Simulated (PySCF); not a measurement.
Input file:

```
{"job": {"kind": "inter", "xc": "wB97M-D3(BJ)", "basis": "def2-TZVPD", "pairs": false}, "charge": 0, "multiplicity": 1, "parts": [{"atoms": "0-3", "charge": 0, "multiplicity": 1}, {"atoms": "4-7", "charge": 0, "multiplicity": 1}]}
Ga    -0.083950     0.066819     0.334410
H     -0.012573     1.460845    -0.399391
H     -1.295385    -0.891689     0.018517
H      1.246742    -0.559937     0.902225
P     -0.960985     0.940343     2.532003
H     -2.193909     1.624564     2.561389
H     -0.192414     1.877748     3.252974
H     -1.208892     0.032748     3.582828
```

Command:

```sh
OMP_NUM_THREADS=1 python cluster_run.py task.json out
```

Geometry: PBE0-D3(BJ)/def2-TZVPD.

These are results of wB97M-D3(BJ)/def2-TZVPD, SCF density, gas phase (PySCF 2.14.0), not measurements.

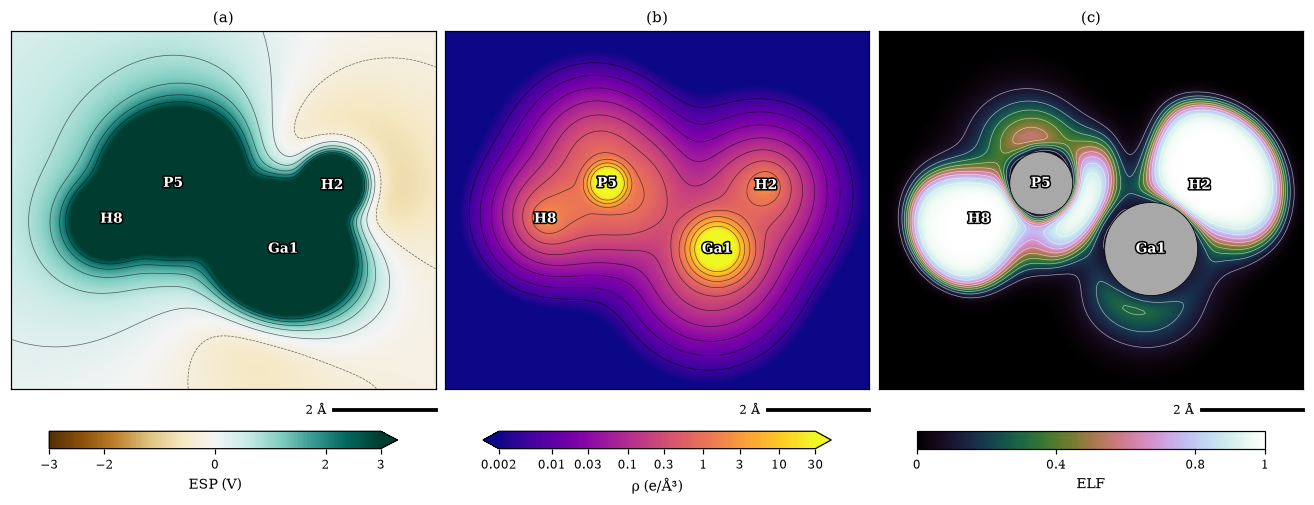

GaH₆P. (a) electrostatic potential; (b) electron density; (c) ELF on the plane of atoms H2, Ga1 and P5. Grey discs cover the atomic cores in the ELF map.

**What does the map show?**

The plane passes through Ga, H and P nuclei. Ga–P (2.52 Å): ρ is about 0.39 e/Å³ halfway, with its minimum of 0.34 e/Å³ about 1.1 Å from Ga; the ELF peaks at about 1 in the valence shell of P, 0.9 Å from its nucleus, and is about 0.70 at the midpoint. P–H (1.41 Å): ρ at the midpoint is about 1.1 e/Å³; the ELF climbs to about 1 towards the hydrogen, as it does in any bond to H. Ga–H (1.58 Å): ρ is about 0.95 e/Å³ halfway; the ELF climbs to about 1 towards the hydrogen. Outside the dense part of the molecule the potential is most negative (−0.8 V) near H2.
